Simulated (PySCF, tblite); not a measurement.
**H2NO radical: infrared bands and EPR parameters**

Wanted: the infrared bands and EPR parameters of H2NO radical (`N[O]`), by calculation.

Computed with tblite 0.8.0 and PySCF 2.14.0, with density-fitted response routines of our own, on a single molecule in the gas phase. Atoms count from 0, in the outputs and in this text.

**1. The starting structure**

4 atoms, charge 0, multiplicity 2; geometry from: GFN2-xTB.

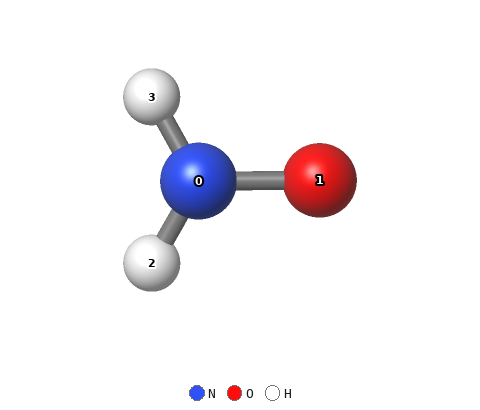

The starting geometry (nitrogen blue, oxygen red, hydrogen white), atoms numbered.

**2. Harmonic vibrations with GFN2-xTB**

Job settings and geometry (Å):

```
{"job": {"kind": "ir", "xc": "GFN2-xTB", "basis": "xTB"}, "charge": 0, "multiplicity": 2}
N     -0.066797     0.005136     0.087719
O      1.203293    -0.055747    -0.033777
H     -0.604631    -0.849590    -0.031918
H     -0.521631     0.904974    -0.044879
```

Log:

```text
mode    cm-1     km/mol
  1     393.3    191.08
  2    1174.1      0.73
  3    1398.4     21.88
  4    1442.6      6.90
  5    3261.7      1.87
  6    3297.7      0.62
```

Which atoms move in the most intense modes:

```tsv
cm⁻¹	km/mol	atoms
393	191.1	H2 39 %, H3 39 %, N0 21 %
1174	0.7	H2 40 %, H3 40 %, N0 15 %
1398	21.9	O1 50 %, N0 44 %
1443	6.9	H3 45 %, H2 45 %
3262	1.9	H3 49 %, H2 49 %
3298	0.6	H2 45 %, H3 45 %
```

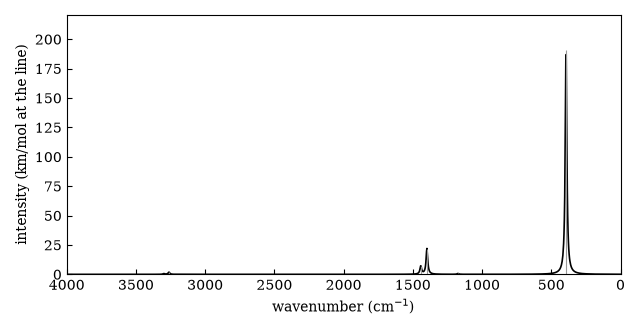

The infrared spectrum from these modes, unscaled. Lines are broadened to a width of 14 cm⁻¹ (Lorentzian).

**3. g tensor and hyperfine couplings: B3LYP/pcH-1**

Job settings and geometry (Å):

```
{"job": {"kind": "epr", "basis": "pcH-1"}, "charge": 0, "multiplicity": 2}
N     -0.066797     0.005136     0.087719
O      1.203293    -0.055747    -0.033777
H     -0.604631    -0.849590    -0.031918
H     -0.521631     0.904974    -0.044879
```

Level: UKS B3LYP, pcH-1 on H N O, non-relativistic, mean-field spin-orbit, GIAO.

Log:

```text
UKS, coarse grid
  cycle   1  E = -130.98499640  |g| = 5.30e-01
  cycle   2  E = -130.67183888  |g| = 1.07e+00
  cycle   3  E = -131.09922815  |g| = 5.59e-02
  cycle   4  E = -131.10005051  |g| = 4.71e-02
  cycle   5  E = -131.10084065  |g| = 1.30e-02
  cycle   6  E = -131.10091632  |g| = 4.69e-03
  cycle   7  E = -131.10092852  |g| = 3.74e-04
  cycle   8  E = -131.10092828  |g| = 9.27e-05
UKS, final grid
  cycle   1  E = -131.10092353  |g| = 4.89e-05
  cycle   2  E = -131.10092354  |g| = 4.65e-05
  cycle   3  E = -131.10092354  |g| = 2.45e-05
internal stability: stable
E = -131.10092354 Eh   <S^2> = 0.7532 (exact 0.7500)
g shifts (ppm)      1          2          3
  rmc          -306       -306       -306
  gc            -10         52         61
  oz_so         -11       4130       9826
  total        -327       3876       9581
hyperfine (MHz)  atom isotope    a_iso     a_fc   dipolar eigenvalues
    0   14N      24.33      24.33    -22.74    -21.58     44.32
    1   17O     -45.95     -45.95   -211.48    103.66    107.82
    2    1H     -26.53     -26.53    -26.15     -8.40     34.55
    3    1H     -26.53     -26.53    -26.14     -8.40     34.54
```

It took 3.4 s on 1 thread, shared host.

Principal g values 2.00199, 2.00620, 2.01190; g(iso) = 2.00670, against 2.00232 for a free electron.

Mean a(iso) over the nuclei that a row names, and the largest dipolar term of the row (other rows stand at the frozen geometry):

```tsv
nuclei	isotope	a(iso) (MHz)	a(iso) (G, at g = 2.0023)	largest dipolar term (MHz)
O1	17O	-45.9	-16.4	-211.5
H2, H3	1H	-26.5	-9.5	34.5
N0	14N	24.3	8.7	44.3
```

Mulliken spin populations:

```tsv
atom	value (e)
N0	0.40
O1	0.63
H2	-0.01
H3	-0.01
```

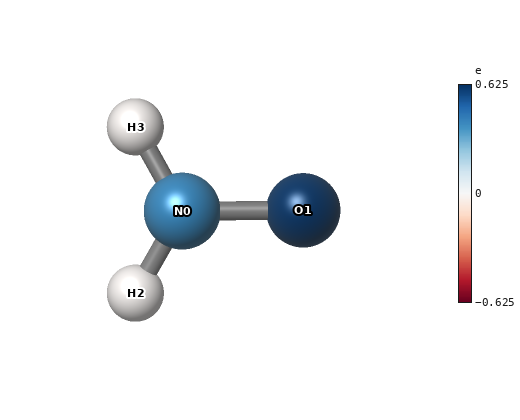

Mulliken spin populations, as colours on the atoms.

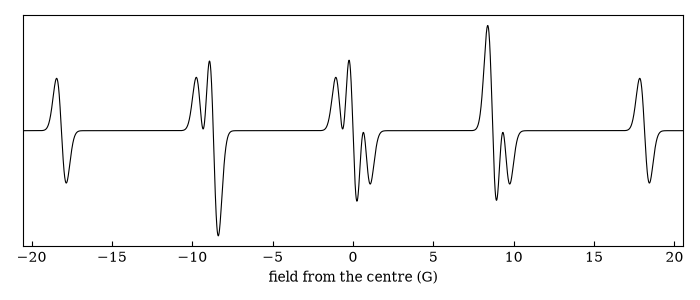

First-order isotropic spectrum (first derivative, main isotopes with spin only, couplings over 0.8 MHz, Gaussian width 0.3 G; couplings of the frozen geometry, rotation of groups not averaged beyond the rows shown).

**4. What came out**

| quantity | value |
| --- | --- |
| strongest single infrared mode (GFN2-xTB) | 393 cm⁻¹, 191 km/mol |
| zero-point energy (GFN2-xTB) | 15.7 kcal/mol |
| g(iso) (B3LYP) | 2.00670 |
| ⟨S²⟩ | 0.753 (exact 0.75) |
| largest a(iso) (averaged by class) | 17O on O1, -45.9 MHz |

In words: No mode is imaginary among the 6: a minimum at this level. The strongest single mode, at 393 cm⁻¹, moves mainly H2 and H3. GFN2-xTB is a fitted tight-binding method: band positions and strengths are rough. Its intensities can rank the bands wrongly. The largest share of the spin, 0.63 e, sits on O1. The isotropic g lies 4.4 ppt above the free-electron value.
